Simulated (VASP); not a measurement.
Band structure of FeSi (B20). Computed with PBE GGA, VASP's PBE PAW potentials (set 64) (plane waves; VASP).

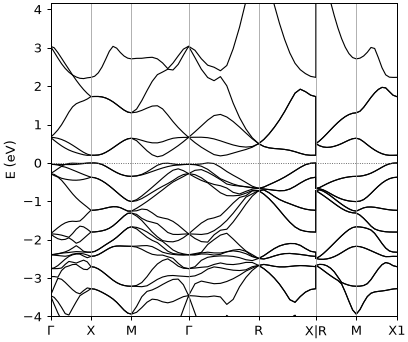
Bands along high-symmetry lines, zero at the valence-band maximum or, without a gap, the Fermi level

**Question.** Read the plot: is there a gap, and where are the band edges?

**Answer.** The gap is indirect, 0.16 eV, from the valence maximum at Γ-R at 0.27 to the conduction minimum at M-Γ at 0.45. (Edges off the drawn lines would not show.)

Measured: gap 0.05 eV (computed value off by +0.11 eV), as given by Jan M Tomczak, Journal of Physics Condensed Matter (2018), arXiv:1802.07220.

The compound is FeSi in the B20 structure. It was relaxed first. The run is not spin-polarised, so no magnetic state was tried.
